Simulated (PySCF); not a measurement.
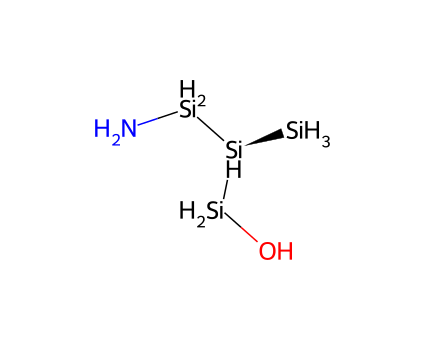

Computed geometry: GFN2-xTB optimisation. No frequency run is at hand to confirm it as a minimum. Properties computed with PBE0/pcSseg-1, gas phase (PySCF 2.14.0).

Predict the main results.

The species is H11NOSi4 (`N[SiH2][Si@@H]([SiH3])[SiH2]O`).
- dipole moment: 2.08 D
- HOMO energy (Kohn–Sham orbital): −7.12 eV
- LUMO energy (Kohn–Sham orbital): −0.98 eV
- HOMO–LUMO gap: 6.14 eV

The geometry is semi-empirical. Around Si such bond lengths and angles can be off by a tenth of an ångström or more and by several degrees, and values that hang on the shape move with them.
